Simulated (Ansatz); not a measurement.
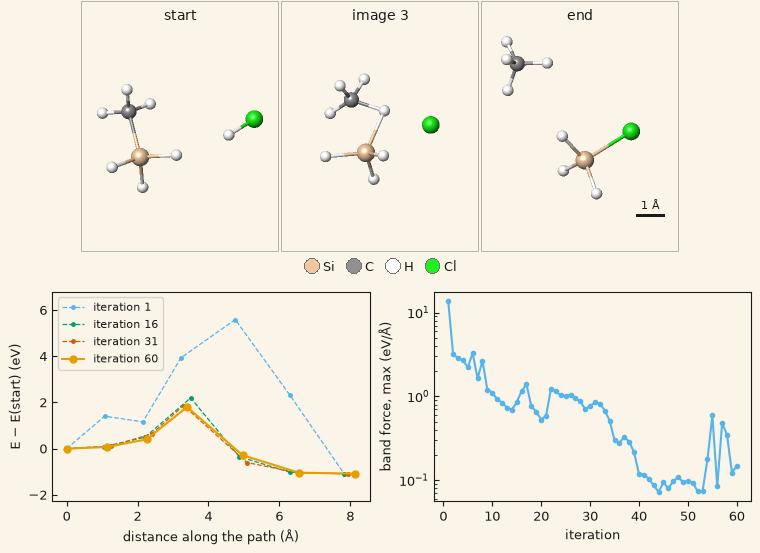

A search for the minimum-energy path of CH$_{7}$ClSi by the nudged elastic band. Images are numbered from 0 (start) to 6 (end). The plot follows the band through its iterations. Style: ball-and-stick. Shown at a tilt.

The calculation used RKS revPBE/6-31G* in Ansatz 0.2.0. Settings: 5 movable images; climbing image; force threshold 0.05 eV/Å; iteration limit 60; optimiser FIRE; largest step 0.5 Å; starting path through a guess of the saddle point.

Question: How did the profile develop, and is the result final?

Answer: The result isn't final. The band hadn't converged when the run stopped after 60 iterations. The largest component of the band force went from 14 to 0.15 eV/Å. The barrier read from it is provisional, though the highest image hardly moved in the last two iterations. The step length is far from the usual. The first iteration put the highest image at 5.59 eV. The highest point, image 3, lies 1.80 eV above the start and 2.89 eV above the end; the end is at −1.08 eV relative to the start.

The run took 8.5 min on 1 thread of Arm Neoverse V2, with other jobs on the host, peak memory 0.11 GiB.
